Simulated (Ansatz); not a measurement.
System: TiSi$_{3}$Ni$_{3}$Sn (amorphous cell), 16 atoms in the cell.

```cif
data_structure
_symmetry_space_group_name_H-M 'P 1'
_symmetry_Int_Tables_number 1
_cell_length_a 5.8619
_cell_length_b 6.4970
_cell_length_c 6.2756
_cell_angle_alpha 100.689
_cell_angle_beta 87.082
_cell_angle_gamma 103.893
_cell_volume 227.98
loop_
_atom_site_label
_atom_site_type_symbol
_atom_site_fract_x
_atom_site_fract_y
_atom_site_fract_z
_atom_site_occupancy
Si1 Si 0.49793 0.90598 0.41340 1
Si2 Si 0.23203 0.84274 0.73560 1
Si3 Si 0.72661 0.26672 0.97030 1
Si4 Si 0.89436 0.15695 0.60139 1
Si5 Si 0.20482 0.23715 0.29539 1
Si6 Si 0.95946 0.79672 0.06430 1
Ni1 Ni 0.98351 0.50907 0.77262 1
Ni2 Ni 0.38522 0.99120 0.07829 1
Ni3 Ni 0.35185 0.57205 0.47810 1
Ni4 Ni 0.80099 0.09967 0.23744 1
Ni5 Ni 0.08793 0.90415 0.41879 1
Ni6 Ni 0.08396 0.15207 0.91975 1
Sn1 Sn 0.78748 0.52179 0.39889 1
Sn2 Sn 0.36330 0.56111 0.03760 1
Ti1 Ti 0.68722 0.82964 0.77702 1
Ti2 Ti 0.44494 0.25504 0.66941 1
```

Ansatz 0.2.0; DFT PBE, scalar-relativistic, plane waves, PAW, no spin polarisation, 6×6×6 k mesh, 420 eV cutoff, Gaussian smearing of 0.1 eV.

What does the calculation give for the electronic structure?

It is a metal. The density of states at the Fermi level is about 7.9 per eV and cell (mean within 0.25 eV), or 0.5 per atom. By projected weight, the states within 0.3 eV of the Fermi level are Ni (35 %), Ti (35 %) and Si (25 %). The tallest peak in the window is at −2.3 eV; by projected weight it is Ni (85 %).

The run has no spin polarisation, so a magnetic state may lie lower.

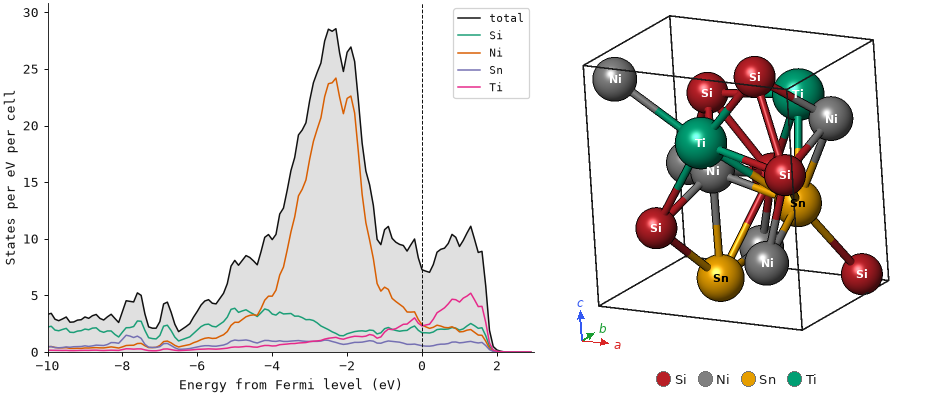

Density of states, beside the structure. Energies are counted from the Fermi level. The partial curves are projected on Löwdin-orthogonalised atomic shells.
